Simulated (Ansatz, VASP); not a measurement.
## Cross-check of BN (Qingsongite) between VASP and Ansatz

One calculation is typed for both programs; each brings its own data sets and cutoff. How far apart do they land?

Calculated with Ansatz 0.2.0; plane waves, with VASP 6.6.1 beside it; band structure at LDA, dielectric response at LDA and single point at LDA.

## 1. The starting structure

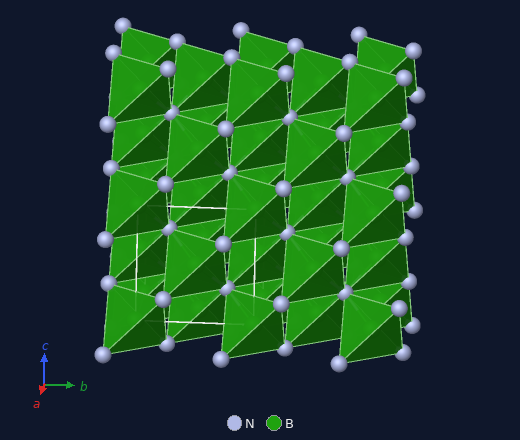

The starting structure, seen slightly off an axis (nitrogen light blue, boron green). 1×2×2 cells are drawn. This picture shows the conventional cell, with its axes. Some periodic images of atoms are drawn too.

Structure file:

```xyz
2
Lattice="0.0000 1.8075 1.8075 1.8075 0.0000 1.8075 1.8075 1.8075 0.0000" Properties=species:S:1:pos:R:3 pbc="T T T"
N     2.7113    2.7113    2.7113
B     0.0000    0.0000    0.0000
```

## 2. VASP: band structure, LDA

The same path points are solved in both programs, so levels can be compared one by one.

Lines of VASP's logs that name or quote its potential files are left out, and so is its time.

INCAR

```
SYSTEM = BN
PREC = Accurate
ENCUT = 460
EDIFF = 1E-06
NELM = 100
ISMEAR = 0
SIGMA = 0.03
LREAL = .FALSE.
ALGO = Normal
GGA = CA
NBANDS = 16
LORBIT = 11
LWAVE = .FALSE.
LCHARG = .FALSE.
KPAR = 4
LASPH = .TRUE.
```

POSCAR

```
BN
1.0
    0.0000000000      1.8075000000      1.8075000000
    1.8075000000      0.0000000000      1.8075000000
    1.8075000000      1.8075000000      0.0000000000
N B
1 1
Direct
    0.7500000000      0.7500000000      0.7500000000
    0.0000000000      0.0000000000      0.0000000000
```

KPOINTS

```
Automatic mesh
0
Gamma
10 10 10
0 0 0
```

KPOINTS_OPT

```
Line mode
10
Line-mode
Reciprocal
  0.00000000   0.00000000   0.00000000 GAMMA
  0.50000000   0.00000000   0.50000000 X

  0.50000000   0.00000000   0.50000000 X
  0.50000000   0.25000000   0.75000000 W

  0.50000000   0.25000000   0.75000000 W
  0.37500000   0.37500000   0.75000000 K

  0.37500000   0.37500000   0.75000000 K
  0.00000000   0.00000000   0.00000000 GAMMA

  0.00000000   0.00000000   0.00000000 GAMMA
  0.50000000   0.50000000   0.50000000 L

  0.50000000   0.50000000   0.50000000 L
  0.62500000   0.25000000   0.62500000 U

  0.62500000   0.25000000   0.62500000 U
  0.50000000   0.25000000   0.75000000 W

  0.50000000   0.25000000   0.75000000 W
  0.50000000   0.50000000   0.50000000 L

  0.50000000   0.50000000   0.50000000 L
  0.37500000   0.37500000   0.75000000 K

  0.62500000   0.25000000   0.62500000 U
  0.50000000   0.00000000   0.50000000 X
```

Potentials, in the order of the species: N and B (LDA family, release 64).

Started as:

```console
> mpirun -np 4 vasp_std
```

Numbers of over 12 decimals in the logs are rounded to 6 here.

The log of the run:

```text
[banner, memory and clock lines left out]
running    4 mpi-ranks, on    1 nodes
 distrk:  each k-point on    1 cores,    4 groups
 distr:  one band on    1 cores,    1 groups

 POSCAR found type information on POSCAR N B
 POSCAR found :  2 types and       2 ions
 LDA part: xc-table for (Slater(with rela. corr.)+CA(PZ))
 , standard interpolation
 POSCAR, INCAR and KPOINTS ok, starting setup
 FFT: planning ... GRIDC
 FFT: planning ... GRID_SOFT
 FFT: planning ... GRID
 WAVECAR not read
 entering main loop
       N       E                     dE             d eps       ncg     rms          rms(c)
DAV:   1     0.744691475811E+01    0.74469E+01   -0.44413E+03  1552   0.455E+02
DAV:   2    -0.202011961832E+02   -0.27648E+02   -0.26789E+02  2024   0.119E+02
DAV:   3    -0.205353661696E+02   -0.33417E+00   -0.33409E+00  1608   0.107E+01
DAV:   4    -0.205355409085E+02   -0.17474E-03   -0.17474E-03  2064   0.306E-01
DAV:   5    -0.205355410225E+02   -0.11404E-06   -0.11403E-06  1616   0.685E-03    0.652E+00
DAV:   6    -0.195469680649E+02    0.98857E+00   -0.28575E+00  1704   0.697E+00    0.311E+00
DAV:   7    -0.194386817284E+02    0.10829E+00   -0.67959E-02  1912   0.167E+00    0.180E+00
DAV:   8    -0.194071474558E+02    0.31534E-01   -0.32844E-02  1768   0.985E-01    0.173E-01
DAV:   9    -0.194069877835E+02    0.15967E-03   -0.10390E-03  1728   0.202E-01    0.880E-02
DAV:  10    -0.194069670090E+02    0.20775E-04   -0.50586E-05  1920   0.460E-02    0.136E-02
DAV:  11    -0.194069672876E+02   -0.27865E-06   -0.84745E-07  1288   0.510E-03
   1 F= -.19406967E+02 E0= -.19406967E+02  d E =-.452362E-20
 Start KPOINTS_OPT (optional k-point list driver)
k-point batch [1-47\100]
       N       E                     dE             ncg
DAV:   1     0.123404206618E+04   -0.13243E+05     1528
DAV:   2    -0.229434223867E+02   -0.12570E+04     1952
DAV:   3    -0.377807135518E+02   -0.14837E+02     1776
DAV:   4    -0.377870438726E+02   -0.63303E-02     1904
DAV:   5    -0.377870469673E+02   -0.30946E-05     1792
DAV:   6    -0.377870469699E+02   -0.26267E-08     1496
[...]
k-point batch [95-100\100]
       N       E                     dE             ncg
DAV:   1     0.177231882485E+05   -0.22417E+04      200
DAV:   2     0.175746441539E+05   -0.14854E+03      264
DAV:   3     0.175730315168E+05   -0.16126E+01      232
DAV:   4     0.175730307404E+05   -0.77633E-03      248
DAV:   5     0.175730307399E+05   -0.49674E-06      232
```

Parts of OUTCAR (step 2):

```text
ion  position               nearest neighbor table
   1  0.750  0.750  0.750-   2 1.57   2 1.57   2 1.57   2 1.57
   2  0.000  0.000  0.000-   1 1.57   1 1.57   1 1.57   1 1.57

  LATTYP: Found a face centered cubic cell.
 ALAT       =     3.6150000000

 Subroutine GETGRP returns: Found 24 space group operations
 (whereof 24 operations were pure point group operations)

The static configuration has the point symmetry T_d .

 Found     47 irreducible k-points:

   k-points           NKPTS =     47   k-points in BZ     NKDIM =     47   number of bands    NBANDS=     16

   dimension x,y,z NGX =    18 NGY =   18 NGZ =   18
   dimension x,y,z NGXF=    36 NGYF=   36 NGZF=   36

   ENCUT  =  460.0 eV  33.81 Ry    5.81 a.u.   4.47  4.47  4.47*2*pi/ulx,y,z

   NELECT =       8.0000    total number of electrons

 k-points in reciprocal lattice and weights: Automatic mesh
   0.00000000  0.00000000  0.00000000       0.001
   0.10000000  0.00000000  0.00000000       0.008
   0.20000000  0.00000000  0.00000000       0.008
   0.30000000  0.00000000  0.00000000       0.008
   0.40000000  0.00000000  0.00000000       0.008
   0.50000000  0.00000000  0.00000000       0.004
   0.10000000  0.10000000  0.00000000       0.006
   0.20000000  0.10000000  0.00000000       0.024
   0.30000000  0.10000000  0.00000000       0.024
[...]
-0.30000000  0.40000000  0.20000000       0.024
  -0.30000000  0.50000000  0.20000000       0.012

 average (electrostatic) potential at core
       1 -60.1135       2 -29.5715

 E-fermi :   7.5731

 k-point     1 :       0.0000    0.0000    0.0000
  band No.  band energies     occupation
      1     -12.6798      2.00000
      2       7.3907      2.00000
      3       7.3907      2.00000
      4       7.3907      2.00000
      5      16.0732      0.00000
      6      16.0732      0.00000
      7      16.0732      0.00000
      8      17.8282      0.00000
      9      31.8805      0.00000
    ...

 k-point     2 :       0.1000    0.0000    0.0000
  band No.  band energies     occupation
      1     -12.4364      2.00000
      2       6.1283      2.00000
      3       7.1328      2.00000
      4       7.1328      2.00000
      5      16.3779      0.00000
      6      16.4573      0.00000
      7      16.4573      0.00000
      8      18.5775      0.00000
      9      31.5231      0.00000
    ...

 k-point     3 :       0.2000    0.0000    0.0000
  band No.  band energies     occupation
      1     -11.7176      2.00000
      2       3.4248      2.00000
      3       6.5586      2.00000
      4       6.5586      2.00000
      5      16.8131      0.00000
      6      17.2510      0.00000
      7      17.2510      0.00000
      8      20.1493      0.00000
      9      30.7716      0.00000
    ...

  Total       -0.8084274     -0.8084274     -0.8084274      0.0000000      0.0000000      0.0000000
  in kB     -109.6697133   -109.6697133   -109.6697133      0.0000000      0.0000000      0.0000000
  external PRESSURE =    -109.6697133 kB  Pullay stress =       0.0000000 kB

  energy-cutoff  :      460.00
  volume of cell :       11.81
      direct lattice vectors                 reciprocal lattice vectors
     0.000000000  1.807500000  1.807500000    -0.276625173  0.276625173  0.276625173
     1.807500000  0.000000000  1.807500000     0.276625173 -0.276625173  0.276625173
     1.807500000  1.807500000  0.000000000     0.276625173  0.276625173 -0.276625173

 POSITION                                       TOTAL-FORCE (eV/Angst)
 -----------------------------------------------------------------------------------
      2.71125      2.71125      2.71125         0.000000      0.000000      0.000000
      0.00000      0.00000      0.00000        -0.000000     -0.000000     -0.000000
 -----------------------------------------------------------------------------------
    total drift:                                0.000001      0.000001      0.000000

  FREE ENERGIE OF THE ION-ELECTRON SYSTEM (eV)
  ---------------------------------------------------
  free  energy   TOTEN  =       -19.4069672876 eV

  energy  without entropy=      -19.4069672876  energy(sigma->0) =      -19.40696729

 total charge
# of ion       s       p       d       tot
------------------------------------------
    1        1.204   2.733   0.000   3.937
    2        0.673   1.372   0.000   2.045
--------------------------------------------------
tot          1.876   4.105   0.000   5.982

[... 3 further parts left out ...]
```

The run ends at a pressure of -10.97 GPa.

## 3. Ansatz: band structure, LDA

Ansatz runs on its default PAW (the set named soft_2) files.

The same cell, functional (in two slightly different forms), mesh and smearing now go to Ansatz, which takes its cutoff from its data sets.

input.yaml

```yaml
crystal:
  lattice:
    - [0.0, 1.8075, 1.8075]
    - [1.8075, 0.0, 1.8075]
    - [1.8075, 1.8075, 0.0]
  atoms:
    - { symbol: "N", position: [0.75, 0.75, 0.75] }
    - { symbol: B, position: [0.0, 0.0, 0.0] }
hamiltonian:
  xc: lda
  pseudopotentials: { kind: paw }
kpoints:
  mp_grid: { grid: [10, 10, 10] }
  band_path:
    path:
      - [0.0, 0.0, 0.0]
      - [0.16667, 0.0, 0.16667]
      - [0.33333, 0.0, 0.33333]
      - [0.5, 0.0, 0.5]
      - [0.5, 0.08333, 0.58333]
      - [0.5, 0.19444, 0.69444]
      - [0.5, 0.25, 0.75]
      - [0.45833, 0.29167, 0.75]
      - [0.40278, 0.34722, 0.75]
      - [0.375, 0.375, 0.75]
      - [0.20833, 0.20833, 0.41667]
      - [0.08333, 0.08333, 0.16667]
      - [0.0, 0.0, 0.0]
      - [0.22222, 0.22222, 0.22222]
      - [0.38889, 0.38889, 0.38889]
      - [0.51389, 0.47222, 0.51389]
      - [0.55556, 0.38889, 0.55556]
      - [0.61111, 0.27778, 0.61111]
      - [0.61111, 0.25, 0.63889]
      - [0.56944, 0.25, 0.68056]
      - [0.51389, 0.25, 0.73611]
      - [0.5, 0.27778, 0.72222]
      - [0.5, 0.38889, 0.61111]
      - [0.5, 0.47222, 0.52778]
      - [0.48611, 0.48611, 0.52778]
      - [0.43056, 0.43056, 0.63889]
      - [0.38889, 0.38889, 0.72222]
      - [0.59722, 0.19444, 0.59722]
      - [0.55556, 0.11111, 0.55556]
      - [0.5, 0.0, 0.5]
    npoints: 1
scf:
  occupations: { method: gaussian, width: 0.03 }
  n_extra_bands: 7
output:
  forces: true
  stress: true
  eigenvalues: true
```

Started as:

```console
> ansatz run input.yaml --threads 2 --pin off --max-ram 4608MiB --backend cpu --events-out ev --progress --plain --runs-dir out
```

The log of the run:

```text
scf.n_extra_bands = 7 over 4 filled bands (N_el = 8.0): the run solves 11 bands
Engine: ansatz 0.2.0, x86_64-unknown-linux-gnu
Pseudopotentials: kind: paw
Pseudopotential: N, paw, valence charge 5, recommended cutoff 420 eV (normal), N.paw.azcp
Pseudopotential: B, paw, valence charge 3, recommended cutoff 420 eV (normal), B.paw.azcp
Functional definition: SPW92
  exchange = slater_x
  correlation = pw_c
Crystal: 2 atoms, lattice volume = 11.810 Å³
Basis set: ecut = 420 eV, 259 PW (Γ)
Bands: 11, of which v1, the nominal top of the filled ones, is band 4 counted from 1 (3 counted from 0)
Symmetry: 24 space group operations
Space group: F-43m (ITA 216), of the structure as read, at distance tolerance 2.3e-5 Å
k-points: 47 of 1000 (time reversal used)
Non-local potential: N, projectors of the file, l = 0: 2, l = 1: 2, l = 2: 1
Non-local potential: B, projectors of the file, l = 0: 2, l = 1: 2, l = 2: 1
PAW form: soft (Blöchl's): semilocal exchange-correlation on the pseudo side does not see the compensation charge
PAW frozen core: N, regenerated for the run's functional, and the local potential with it (the file was generated under x = pbe(κ = 0.804, μ = 0.219515), c = pbe(β = 0.066725))
PAW frozen core: B, regenerated for the run's functional, and the local potential with it (the file was generated under x = pbe(κ = 0.804, μ = 0.219515), c = pbe(β = 0.066725))
PAW one-centre angular grid: N, 110 points (default); XC on 64 Gauss nodes
PAW one-centre angular grid: B, 110 points (default); XC on 64 Gauss nodes
Initial density: superposition of atomic densities (neutral atoms: chi_scale 0, normalization atom), corrected by the library's trained network
Initial wavefunctions: pseudopotential atomic-orbital guess
Functional: x = slater, c = lda
SCF iter   1: F=—  HF=-526.458256 eV  |F-HF|=—  |Δ(HF+E_count)|=         —  Δρ=7.34e-3  dr2=4.64e-3  ethr=1.77e-3  ⟨swp⟩=4.9  Hψ=2824  notcnv=0  defer=4
preconditioner: auto → none  [insulator: Δε(μ)=4.305 eV  Ē_g=25.086 eV  σ=0.030 eV  W_gap=1.00  n_scr=0 (ndim 8)  ℏωp=30.6 eV  f_vac=0.000  D(μ)=0.00/eV (n_scr^D=0)  ε∞_Penn≈2.5]
SCF iter   2: F=—  HF=-526.457012 eV  |F-HF|=—  |Δ(HF+E_count)|=   1.24e-3  Δρ=3.20e-3  dr2=7.79e-4  ethr=5.80e-5  ⟨swp⟩=1.1  Hψ=896  notcnv=0  defer=69
SCF iter   3: F=—  HF=-526.456776 eV  |F-HF|=—  |Δ(HF+E_count)|=   2.35e-4  Δρ=2.54e-4  dr2=2.31e-6  ethr=9.74e-6  ⟨swp⟩=1.4  Hψ=456  notcnv=0  defer=69
SCF iter   4: F=—  HF=-526.456775 eV  |F-HF|=—  |Δ(HF+E_count)|=   1.59e-6  Δρ=2.16e-5  dr2=3.03e-8  ethr=2.89e-8  ⟨swp⟩=2.1  Hψ=531  notcnv=0  defer=69
iter 5 did not close the SCF: its close was put off for the readings that it lacked (scf_convergence_deferred on its scf_iter line)
SCF iter   5: F=-526.456775 eV  HF=-526.456775 eV  |F-HF|=8.50e-11  |Δ(HF+E_count)|=   5.19e-9  Δρ=4.57e-6  dr2=7.54e-10  ethr=3.79e-10  ⟨swp⟩=2.2  Hψ=562  notcnv=0  defer=69
SCF iter   6: F=-526.456775 eV  HF=-526.456775 eV  |F-HF|=2.64e-11  |Δ(HF+E_count)|=  9.41e-11  Δρ=8.15e-7  dr2=3.51e-11  ethr=9.43e-12  ⟨swp⟩=4.2  Hψ=2124  notcnv=0
SCF 1 converged in 6 iterations: F = -526.456775 eV  dr2 = 3.51e-11
  greatest PAW one-centre occupation: 0.780 electrons in one spin orbital (limit 2), on the N atom at site 0 (counted from 0), in its partial waves of l = 0
NSCF: frozen V_eff on 30 k-points
SCF converged after 6 iterations
Free energy (F): -526.456775 eV
Harris-Foulkes:  -526.456775 eV  (|F-HF|=2.64e-11)
Internal energy: -526.456775 eV  (E = F + TS)
E sigma→0 (E₀):  -526.456775 eV
Fermi energy:    13.102927 eV
--- Per-component energies (eV) ---
  E_band       = 24.804297
  E_kinetic    = 185.143420
  E_local      = -176.546673  (includes V_loc(G=0)·N_el)
  E_nonlocal   = 58.496887
  E_hartree    = 48.600945
  E_xc         = -92.554136
  E_vxc        = -115.539496  (∫ρ·V_xc dr)
  E_paw        = -191.338545  (= ΣΔE_a)
  E_vpaw       = -23.951776  (= ΣTr[D̂ρ^β])
  E_aug_tail   = 0.000099  (compensation charges beyond the density's cutoff)
  E_ewald      = -358.384650
  E_core_change = 0.125878  (= ΣΔE_core)
  E_smearing   = -0.000000  (= −TS)
  E_closure    = 0.000000  (closes the sum)
  Σ components = -526.456775   (vs F -526.456775, Δ=0.00e0)
--- Forces (eV/Å), atoms counted from 1 ---
  atom   1  N      0.00000000    -0.00000000     0.00000000
  atom   2  B     -0.00000000     0.00000000     0.00000000
  max |Σ_I F_I| component: 6.57e-16 eV/Å
--- Stress (GPa, compression-positive) ---
      -10.964648      -0.000000      -0.000000
        0.000000     -10.964648       0.000000
       -0.000000       0.000000     -10.964648
  P = ⅓ Tr σ = -10.9646 GPa (-109.646 kbar)
--- Band table (eV; the first three rows and the last of 47) ---
  k-point 0: bands = [-9.1515, 10.9225, 10.9225, 10.9225, 19.6195, 19.6195, 19.6195, 21.3340, ... 3 higher]
  k-point 1: bands = [-8.9074, 9.6649, 10.6676, 10.6676, 19.9179, 20.0027, 20.0027, 22.0896, ... 3 higher]
  k-point 2: bands = [-8.1880, 6.9623, 10.0943, 10.0943, 20.3458, 20.7948, 20.7948, 23.6677, ... 3 higher]
  k-point 46: bands = [-3.1951, 3.0652, 4.3152, 4.5004, 19.5518, 23.8293, 24.9305, 26.8060, ... 3 higher]
```

It took 0.62 s on 2 threads of AMD EPYC 7B13 (Zen 3), shared host; peak memory 0.32 GiB.

In the SCF lines HF is the Harris–Foulkes energy and dr2 the Hartree energy of the density residual, in eV; the loop may stop once dr2 is under the threshold and the program's other checks hold. Hψ counts applications of the Hamiltonian.

## 4. Differences

Known differences besides the PAW data sets themselves: the two LDA forms differ slightly; the cutoff is 420 eV in Ansatz and 460 eV in VASP; Ansatz makes its cores anew for this functional, VASP keeps those of its LDA data sets. Total energies have different zeros and are not compared.

Compared:

| quantity | Ansatz | VASP | difference |
| --- | --- | --- | --- |
| pressure (GPa) | -10.96 | -10.97 | 0.00 |
| gap over the path points (eV) | 4.361 | 4.342 | +0.019 |

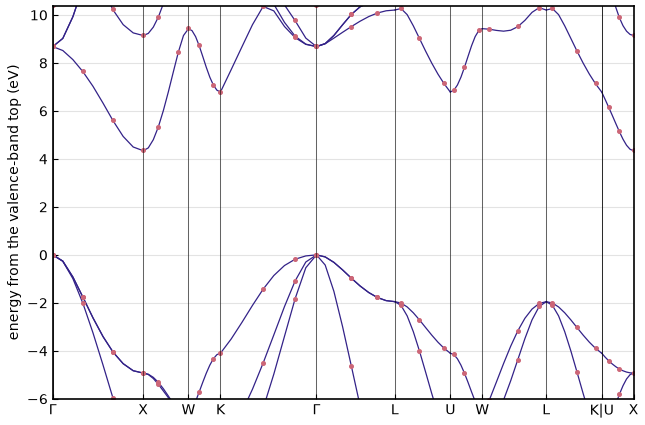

Bands from VASP (lines) and levels from Ansatz (dots). Dots without a line are higher empty bands that the VASP plot leaves out.

Levels at points of the path, from each program's valence-band top (eV; 3 filled, then empty):

| k (reciprocal lattice) | Ansatz | VASP |
| --- | --- | --- |
| 0.000 0.000 0.000 | 0.00 0.00 0.00 8.70 8.70 8.70 | 0.00 0.00 0.00 8.68 8.68 8.68 |
| 0.167 0.000 0.167 | -2.02 -1.76 -1.76 7.65 11.17 11.17 | -2.02 -1.76 -1.76 7.64 11.16 11.16 |
| 0.333 0.000 0.333 | -5.98 -4.05 -4.05 5.61 10.23 15.36 | -5.99 -4.05 -4.05 5.59 10.21 15.37 |
| 0.500 0.000 0.500 | -8.88 -4.92 -4.92 4.36 9.17 17.69 | -8.89 -4.93 -4.93 4.34 9.14 17.70 |
| 0.500 0.083 0.583 | -8.69 -5.39 -5.31 5.35 9.94 16.95 | -8.70 -5.39 -5.31 5.33 9.91 16.96 |
| 0.500 0.194 0.694 | -7.91 -6.54 -6.39 8.48 12.74 14.16 | -7.91 -6.55 -6.40 8.46 12.72 14.17 |
| 0.500 0.250 0.750 | -7.50 -7.02 -6.56 9.44 13.22 14.26 | -7.51 -7.03 -6.57 9.43 13.23 14.24 |
| 0.458 0.292 0.750 | -7.76 -7.32 -5.71 8.73 13.11 14.09 | -7.77 -7.33 -5.72 8.72 13.11 14.09 |
| 0.403 0.347 0.750 | -8.04 -7.68 -4.32 7.09 12.82 15.27 | -8.04 -7.69 -4.33 7.08 12.81 15.28 |
| 0.375 0.375 0.750 | -8.07 -7.72 -4.09 6.81 12.78 15.63 | -8.08 -7.74 -4.10 6.79 12.77 15.64 |

Among the levels compared (up to four filled and three empty ones at each point), filled levels agree within 12 meV and empty ones within 26 meV. Ansatz's pressure holds a Pulay correction of 1.35 GPa; VASP's holds none.

## 5. Ansatz: dielectric response, LDA

The response to a field tests empty states and converges slowly with the mesh.

input.yaml, the sections that differ from step 3:

```yaml
kpoints:
  mp_grid: { grid: [14, 14, 14] }
scf:
  occupations: { method: fixed }
dielectric:
  method: response
# crystal, hamiltonian: as in step 3
# output: removed
```

The log of the run:

```text
[...]
Crystal: 2 atoms, lattice volume = 11.810 Å³
Basis set: ecut = 420 eV, 259 PW (Γ), exchange–correlation on 36×36×36 points (8 copies of the dense FFT grid, shifted against one another)
Bands: 8, of which v1, the nominal top of the filled ones, is band 4 counted from 1 (3 counted from 0)
Symmetry: 24 space group operations
k-points: 428 of 2744 (irreducible under 4 space group operations, time reversal used)
[...]
Born effective charges Z* (e; rows j = field, columns β = displacement):
    site 0:
        -1.89176    0.00000   -0.00000
        -0.00000   -1.89176   -0.00000
        -0.00000    0.00000   -1.89176
    site 1:
         1.89176   -0.00000    0.00000
         0.00000    1.89176    0.00000
         0.00000   -0.00000    1.89176
  Z* charge neutrality: 1.418e-6 e pre-enforcement
  k-mesh period / interband length: 35.8 Å / 1.31 Å = 27.39 at k = (0.0000, -0.5000, -0.5000), direct gap 9.285 eV — 14 or more, which is no proof of convergence
[key lines of the parts left out:]
SCF converged after 7 iterations
Free energy (F): -526.457002 eV
Fermi energy:    10.922514 eV
```

Elapsed: 5.6 s, on 2 threads; peak memory 0.39 GiB.

(Continued in part 2 of 2.)

[Lines on the potential files, build, host, timing and source positions are cut from VASP's logs without a mark.]

[Logs are printed without paths, hosts, clocks, repeated set-up lines and the standing remarks that a program may print on its own settings, such as how far it seeks lower states.]

[Hosts, paths, dates, database ids (printed as entryN), source tags and the programs' standing remarks are cut or masked in the printed files.]
